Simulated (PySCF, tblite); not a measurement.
# C₆H₁₂S: a rotation path, then NMR shifts on frames

How do NMR shifts of C₆H₁₂S (`CC(C)SC1CC1`) change as the atoms move?

Computed with tblite 0.8.0 and PySCF 2.14.0, with density-fitted response routines of our own, on a single molecule in the gas phase. Atoms count from 0, in the outputs and in this text.

**1. The molecule as given**

19 atoms, charge 0, multiplicity 1; geometry from: GFN2-xTB.

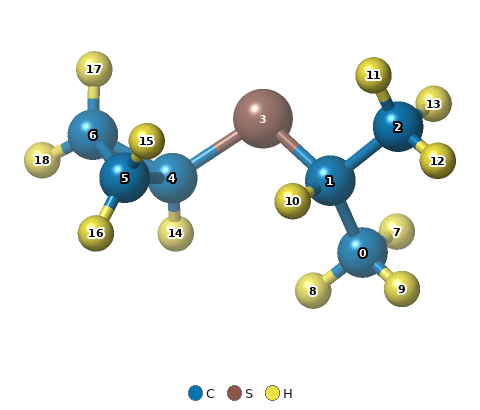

The starting geometry (carbon blue, sulfur brown, hydrogen yellow), atoms numbered.

**2. The rotation path with GFN2-xTB**

Job settings and geometry (Å):

```
{"job": {"kind": "neb", "xc": "GFN2-xTB", "basis": "xTB", "atoms": [5, 4, 3, 1], "turn": 120}, "charge": 0, "multiplicity": 1}
C     -1.729144    -0.964932    -0.971096
C     -1.155122     0.241604    -0.248027
C     -2.242289     1.105000     0.369668
S     -0.016305    -0.300238     1.101118
C      1.450577    -0.658106     0.129775
C      2.245967     0.481448    -0.429840
C      2.784470    -0.316994     0.715276
H     -2.291022    -1.584830    -0.275639
H     -0.937854    -1.567587    -1.411235
H     -2.396273    -0.640067    -1.767889
H     -0.539375     0.837269    -0.927470
H     -1.805441     1.953505     0.890841
H     -2.911640     1.474744    -0.404745
H     -2.821043     0.524144     1.084352
H      1.359189    -1.568782    -0.447646
H      1.903883     1.484901    -0.223700
H      2.690896     0.361037    -1.406859
H      2.796476     0.144535     1.690384
H      3.604245    -0.997398     0.540434
```

Level: GFN2-xTB climbing-image nudged elastic band, gas phase.

Run with:

```bash
> OMP_NUM_THREADS=1 python probes_run.py task.json out
```

This one command runs all jobs of the session in turn.

The log of the run:

```text
image   E - E0 / eV
  0       0.0000
  1       0.0097
  2       0.0298
  3       0.0514
  4       0.0654
  5       0.0626
  6       0.0430
  7       0.0172
  8      -0.0002
```

Run time: 7.6 s. Hardware: 1 thread, shared host.

The final band, with the dihedral C5–C4–S3–C1:

| image | dihedral (°) | energy (eV) | energy (kcal/mol) |
| --- | --- | --- | --- |
| 0 | 73 | 0.000 | 0.0 |
| 1 | 88 | 0.010 | 0.2 |
| 2 | 102 | 0.030 | 0.7 |
| 3 | 118 | 0.051 | 1.2 |
| 4 | 134 | 0.065 | 1.5 |
| 5 | 149 | 0.063 | 1.4 |
| 6 | 165 | 0.043 | 1.0 |
| 7 | 181 | 0.017 | 0.4 |
| 8 | 197 | 0.000 | 0.0 |

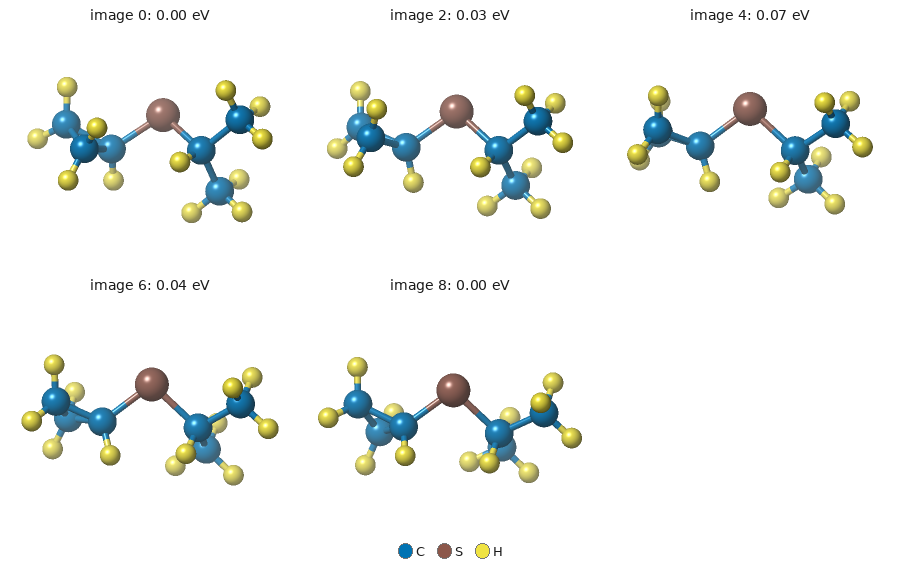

Images along the band.

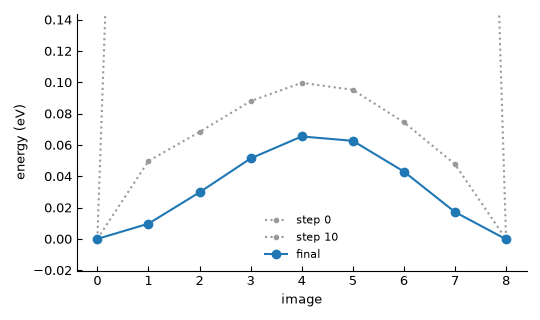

Energy along the band, early and final.

**3. NMR shieldings: image 0, PBE0/pcSseg-1**

Job settings and geometry (Å):

```
{"job": {"kind": "nmr", "xc": "PBE0", "basis": "pcSseg-1", "pop": false}, "charge": 0, "multiplicity": 1}
C     -1.729100    -0.964900    -0.971100
C     -1.155100     0.241600    -0.248000
C     -2.242300     1.105000     0.369700
S     -0.016300    -0.300200     1.101100
C      1.450600    -0.658100     0.129800
C      2.246000     0.481400    -0.429800
C      2.784500    -0.317000     0.715300
H     -2.291000    -1.584800    -0.275600
H     -0.937900    -1.567600    -1.411200
H     -2.396300    -0.640100    -1.767900
H     -0.539400     0.837300    -0.927500
H     -1.805400     1.953500     0.890800
H     -2.911600     1.474700    -0.404700
H     -2.821000     0.524100     1.084400
H      1.359200    -1.568800    -0.447600
H      1.903900     1.484900    -0.223700
H      2.690900     0.361000    -1.406900
H      2.796500     0.144500     1.690400
H      3.604200    -0.997400     0.540400
```

Level: GIAO PBE0/pcSseg-1 NMR shielding, non-relativistic, gas phase.

The log of the run:

```text
coarse grid: 15584 points
cycle   1  E = -633.4588287380  dE =  7.448e-01  |g| = 3.897e-01  |ddm| = 3.777e+00
cycle   2  E = -633.4601648906  dE = -1.336e-03  |g| = 4.043e-01  |ddm| = 7.242e-01
cycle   3  E = -633.5017971070  dE = -4.163e-02  |g| = 2.960e-02  |ddm| = 3.349e-01
cycle   4  E = -633.5019424616  dE = -1.454e-04  |g| = 1.889e-02  |ddm| = 6.676e-02
cycle   5  E = -633.5020326062  dE = -9.014e-05  |g| = 3.483e-03  |ddm| = 2.775e-02
cycle   6  E = -633.5020348714  dE = -2.265e-06  |g| = 1.289e-03  |ddm| = 3.750e-03
final grid: 143464 points
cycle   7  E = -633.5479783665  dE = -4.106e-05  |g| = 1.012e-02  |ddm| = 3.023e-02
cycle   8  E = -633.5479647273  dE =  1.364e-05  |g| = 1.254e-02  |ddm| = 1.928e-02
cycle   9  E = -633.5480039328  dE = -3.921e-05  |g| = 7.738e-04  |ddm| = 1.161e-02
cycle  10  E = -633.5480040772  dE = -1.444e-07  |g| = 2.329e-04  |ddm| = 1.167e-03
cycle  11  E = -633.5480040893  dE = -1.213e-08  |g| = 5.166e-05  |ddm| = 2.182e-04
cycle  12  E = -633.5480040899  dE = -5.998e-10  |g| = 1.938e-05  |ddm| = 8.207e-05
converged SCF energy = -633.5480040899

GIAO shielding tensors (ppm)
atom      isotropic    diamagn.    paramagn.     s11        s22        s33       span
  0 C      160.327     248.654     -88.327    139.825    156.671    184.484     44.659
  1 C      140.047     250.635    -110.588    120.558    135.547    164.037     43.480
  2 C      162.227     247.229     -85.002    141.155    157.925    187.600     46.444
  3 S      401.051    1059.002    -657.951    260.837    348.629    593.687    332.850
  4 C      166.578     250.025     -83.447    127.229    156.467    216.037     88.808
  5 C      175.803     252.299     -76.496    135.082    177.252    215.075     79.992
  6 C      177.513     256.920     -79.407    148.039    175.576    208.924     60.885
  7 H       30.533      30.994      -0.461     27.281     28.431     35.888      8.607
  8 H       29.947      31.913      -1.966     24.764     30.044     35.035     10.270
  9 H       30.435      30.354       0.081     25.803     27.456     38.045     12.242
 10 H       29.000      34.962      -5.963     24.979     29.732     32.288      7.309
 11 H       30.309      30.327      -0.018     25.181     28.964     36.782     11.600
 12 H       30.432      29.417       1.015     25.957     27.444     37.894     11.937
 13 H       30.674      30.323       0.351     26.897     28.705     36.419      9.521
 14 H       29.509      32.329      -2.820     21.441     28.596     38.490     17.050
 15 H       31.328      31.922      -0.595     26.041     28.948     38.995     12.954
 16 H       30.891      30.897      -0.006     25.463     26.023     41.187     15.724
 17 H       31.029      31.933      -0.904     24.596     29.075     39.416     14.820
 18 H       30.857      30.412       0.445     24.817     26.224     41.531     16.714
```

Wall time 66 s (1 thread, shared host).

Shifts follow as δ = σ(reference) − σ, with reference shieldings (ppm) from runs at the same level and on the same kind of geometry: 1H TMS 31.72, 13C TMS 186.9, 33S CS2 504. The references are single molecules in the gas phase. Each atom is listed at this fixed geometry, with no averaging over motion; a spectrum would average atoms that exchange fast.

| atoms | environment | σ (ppm) | δ (ppm) |
| --- | --- | --- | --- |
| C1 | sp3 CH bonded to S | 140.0 | 46.9 |
| C0 | methyl carbon | 160.3 | 26.6 |
| C2 | methyl carbon | 162.2 | 24.7 |
| C4 | three-membered-ring carbon | 166.6 | 20.3 |
| C5 | three-membered-ring carbon | 175.8 | 11.1 |
| C6 | three-membered-ring carbon | 177.5 | 9.4 |
| H10 | hydrogen on an sp3 CH bonded to S | 29.00 | 2.72 |
| H14 | hydrogen on a three-membered-ring carbon | 29.51 | 2.21 |
| H8 | hydrogen on a methyl carbon | 29.95 | 1.77 |
| H11 | hydrogen on a methyl carbon | 30.31 | 1.41 |
| H12 | hydrogen on a methyl carbon | 30.43 | 1.29 |
| H9 | hydrogen on a methyl carbon | 30.43 | 1.28 |
| H7 | hydrogen on a methyl carbon | 30.53 | 1.18 |
| H13 | hydrogen on a methyl carbon | 30.67 | 1.04 |
| H18 | hydrogen on a three-membered-ring carbon | 30.86 | 0.86 |
| H16 | hydrogen on a three-membered-ring carbon | 30.89 | 0.83 |
| H17 | hydrogen on a three-membered-ring carbon | 31.03 | 0.69 |
| H15 | hydrogen on a three-membered-ring carbon | 31.33 | 0.39 |
| S3 | sulfide sulfur | 401 | 103 |

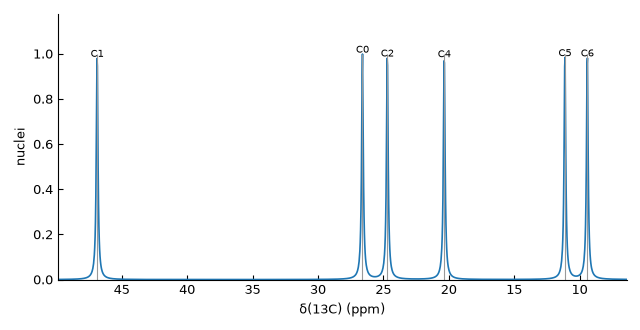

13C lines at the computed shifts, without couplings. Lines are broadened to a width of 0.15 ppm (Lorentzian).

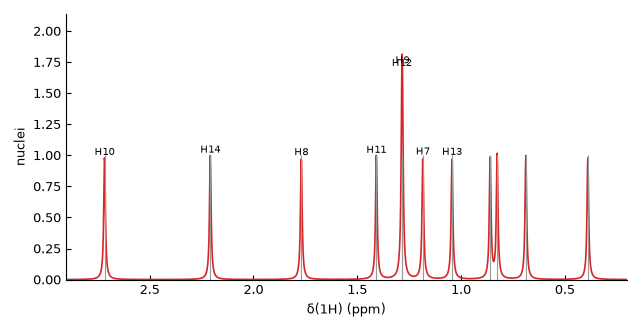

1H lines at the computed shifts, without couplings. Lines are broadened to a width of 0.01 ppm (Lorentzian).

Ring of atoms C4, C5, C6: NICS(0) -43.4, NICS(1) -8.5, NICS(1)zz -22.2 ppm (means of both faces).

In rings of three or four atoms NICS is ruled by the nearby σ bonds, so it says little on aromaticity.

**4. Shielding tensors: image 2, PBE0/pcSseg-1**

Job settings and geometry (Å):

```
{"job": {"kind": "nmr", "xc": "PBE0", "basis": "pcSseg-1", "pop": false}, "charge": 0, "multiplicity": 1}
C     -1.763800    -1.096900    -0.798800
C     -1.236000     0.246000    -0.322100
C     -2.341000     1.123400     0.241200
S      0.021100    -0.017900     1.004700
C      1.452000    -0.403300    -0.014700
C      2.497700     0.643900    -0.242600
C      2.785700    -0.526300     0.647600
H     -2.223800    -1.625900     0.033100
H     -0.961900    -1.715700    -1.195100
H     -2.507600    -0.959500    -1.581800
H     -0.712400     0.768000    -1.127600
H     -1.930700     2.061200     0.606300
H     -3.081100     1.339600    -0.527200
H     -2.834400     0.620200     1.069600
H      1.209400    -1.091900    -0.812200
H      2.354500     1.603100     0.230000
H      2.975500     0.694300    -1.210400
H      2.834900    -0.353300     1.711300
H      3.452100    -1.299800     0.296400
```

Method: GIAO PBE0/pcSseg-1 NMR shielding, non-relativistic, gas phase.

The log of the run:

```text
coarse grid: 15584 points
cycle   1  E = -633.4567122175  dE =  7.460e-01  |g| = 3.928e-01  |ddm| = 3.780e+00
cycle   2  E = -633.4577869051  dE = -1.075e-03  |g| = 4.087e-01  |ddm| = 7.287e-01
cycle   3  E = -633.5002380054  dE = -4.245e-02  |g| = 2.906e-02  |ddm| = 3.400e-01
cycle   4  E = -633.5003813108  dE = -1.433e-04  |g| = 1.780e-02  |ddm| = 6.266e-02
cycle   5  E = -633.5004608656  dE = -7.955e-05  |g| = 3.208e-03  |ddm| = 2.638e-02
cycle   6  E = -633.5004628733  dE = -2.008e-06  |g| = 9.790e-04  |ddm| = 3.709e-03
final grid: 143464 points
cycle   7  E = -633.5456305260  dE = -4.132e-05  |g| = 9.902e-03  |ddm| = 3.218e-02
cycle   8  E = -633.5456177477  dE =  1.278e-05  |g| = 1.223e-02  |ddm| = 1.912e-02
cycle   9  E = -633.5456551434  dE = -3.740e-05  |g| = 7.149e-04  |ddm| = 1.135e-02
cycle  10  E = -633.5456552635  dE = -1.201e-07  |g| = 2.390e-04  |ddm| = 1.078e-03
cycle  11  E = -633.5456552764  dE = -1.287e-08  |g| = 4.840e-05  |ddm| = 2.178e-04
cycle  12  E = -633.5456552769  dE = -5.299e-10  |g| = 1.724e-05  |ddm| = 7.504e-05
converged SCF energy = -633.5456552769

GIAO shielding tensors (ppm)
atom      isotropic    diamagn.    paramagn.     s11        s22        s33       span
  0 C      160.064     248.614     -88.551    138.300    157.354    184.536     46.236
  1 C      141.976     250.671    -108.694    122.869    138.805    164.255     41.386
  2 C      162.364     247.027     -84.663    141.874    157.484    187.736     45.862
  3 S      409.180    1059.223    -650.044    262.764    347.091    617.685    354.921
  4 C      166.493     248.064     -81.571    130.882    152.578    216.019     85.137
  5 C      173.537     253.982     -80.444    132.456    175.069    213.088     80.632
  6 C      181.662     256.329     -74.667    153.911    178.610    212.465     58.554
  7 H       30.559      31.012      -0.453     27.364     28.530     35.783      8.419
  8 H       29.996      31.726      -1.730     24.794     30.115     35.080     10.285
  9 H       30.442      30.139       0.303     25.699     27.515     38.112     12.413
 10 H       28.875      34.545      -5.670     24.732     29.097     32.796      8.064
 11 H       30.231      30.260      -0.029     25.040     28.844     36.808     11.768
 12 H       30.378      29.149       1.229     25.872     27.389     37.873     12.001
 13 H       30.676      30.300       0.375     26.985     28.741     36.301      9.316
 14 H       30.041      32.870      -2.829     21.893     30.100     38.131     16.239
 15 H       31.308      31.932      -0.624     25.932     28.831     39.160     13.228
 16 H       30.815      31.027      -0.212     25.244     26.258     40.944     15.700
 17 H       31.289      31.841      -0.552     25.139     28.977     39.752     14.613
 18 H       30.949      30.594       0.355     24.959     26.477     41.412     16.453
```

It took 61 s on 1 thread, shared host.

This run: δ C1 44.9, C0 26.9, C2 24.6, C4 20.4, H10 2.84, H8 1.72 ppm.

(Part 1 of 2 ends here.)
